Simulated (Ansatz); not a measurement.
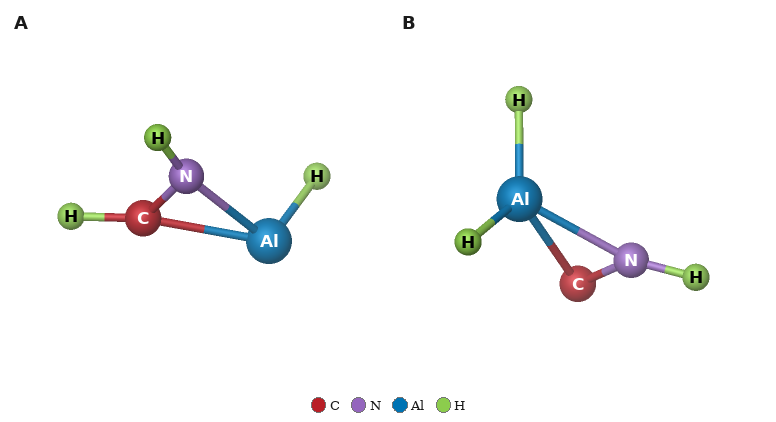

2 stationary structures of one formula. The species is neutral and a spin doublet. Geometries: PBE-D4/def2-SVP. Electronic energies: PBE-D4/def2-SVP (Ansatz 0.2.0), without zero-point energy. No frequency run is at hand to confirm each as a minimum.

**Which is lowest in energy, and by how much?**

A is lowest (C1); B lies 0.448 eV above it (Cs).
